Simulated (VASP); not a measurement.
Band structure of Si$_{2}$Au (space group I4/mmm). All values below come from PBE GGA, VASP's PBE PAW potentials (set 64) (plane waves; VASP).

Unless said otherwise, spin-orbit coupling is left out, though it shifts the bands of the heavy elements here.

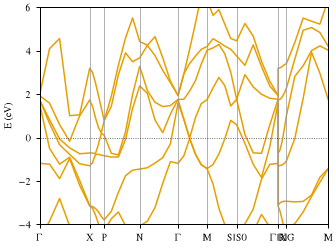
Bands along high-symmetry lines, zero at the valence-band maximum or, without a gap, the Fermi level

Problem. Read the plot: is there a gap, and where are the band edges?

Solution. It has no gap at this level: it comes out as a metal or semimetal.

The structure was generated: Si2Au was put into an ordered model structure, which need not be its known phase. The cell was not relaxed at this level. The electron count is odd and the run is not spin-polarised, which forces a metal.
